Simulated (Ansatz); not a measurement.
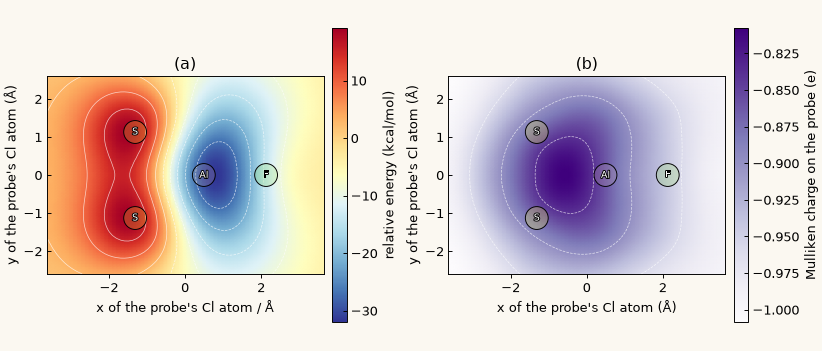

AlFS₂ (SMILES [F][Al]1[S][S]1) with the probe Cl-. 
- The probe is moved over a plane parallel to the molecule's main plane, 2.70 Å above it.
- First axis: x of the probe's Cl atom. Second axis: y of the probe's Cl atom.
- Nothing is relaxed (molecule and probe rigid).
- The scan uses a 15 × 11 grid; 90 points were computed and 75 follow by symmetry.
- Points are written as (first, second).
- All energies are given in kcal/mol relative to molecule and probe far apart, each relaxed in its own basis (no counterpoise correction).
- Method: RHF/def2-SVPD (Ansatz).

Panel (a) is the energy; panel (b) is the computed Mulliken charge on the probe, in e.

In the figure: a smooth colour map with a few white contour lines, labelled circles for the molecule's atoms, projected on the plane. Between grid points the surface is interpolated.

Q: How does the Mulliken charge on the probe vary over the map, and what is it at the lowest grid point?

A: Leaving out the highest fifth of the energies, it runs from −1.01 e at (−3.64 Å, −2.60 Å) [nearest 1 S at 3.86 Å] to −0.81 e at (−0.52 Å, 0.00 Å) [nearest 1 Al at 2.88 Å]. At the lowest grid point, (1.04 Å, 0.00 Å) [nearest 1 Al at 2.75 Å], it is −0.90 e.
